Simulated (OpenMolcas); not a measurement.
**How basis sets differ on CH3AlO (SMILES [CH3][Al]=[O])**

CH3AlO: 6 atoms, total charge 0, spin state singlet. As SMILES, `[CH3][Al]=[O]`. The shape is that of a PBE0-D4/def2-TZVP optimisation.

```xyz
6

C    -0.4125    0.4982   -0.3154
Al    0.6967   -0.8414    0.5325
O     1.6117   -1.9463    1.2321
H     0.0652    1.4791   -0.2639
H    -1.3836    0.5609    0.1808
H    -0.5774    0.2494   -1.3661
```

Quantity: the HOMO–LUMO gap, in eV. The values are calculated.

```
                  level          kind     program  value (eV)  CPU time
      HF/ANO-R0 (sfX2C)  Hartree–Fock  OpenMolcas       13.57     4.5 s
   HF/ANO-RCC-MB (DKH2)  Hartree–Fock  OpenMolcas       13.65       5 s
              HF/STO-3G  Hartree–Fock  OpenMolcas       15.84     1.9 s
               HF/3-21G  Hartree–Fock  OpenMolcas       11.98     2.1 s
HF/6-31G (RICD fitting)  Hartree–Fock  OpenMolcas       11.95     2.2 s
         HF/aug-cc-pVDZ  Hartree–Fock  OpenMolcas       10.83      12 s
```

The values span 10.83 to 15.84 eV. A Hartree–Fock LUMO above zero doesn't converge with the basis: it sinks as sets grow more diffuse. Orbital gaps aren't excitation energies. Times are those of the runs behind each value, whatever else they computed, on shared processors of several kinds: orders of magnitude only.

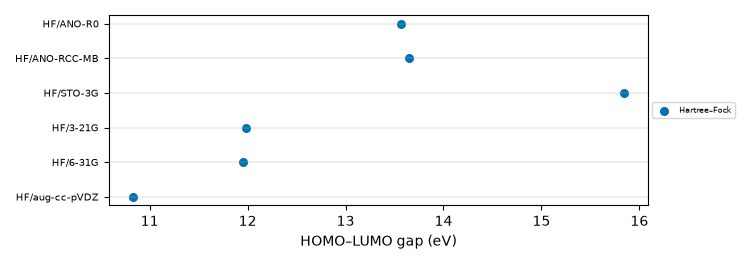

The values of the table, level by level.
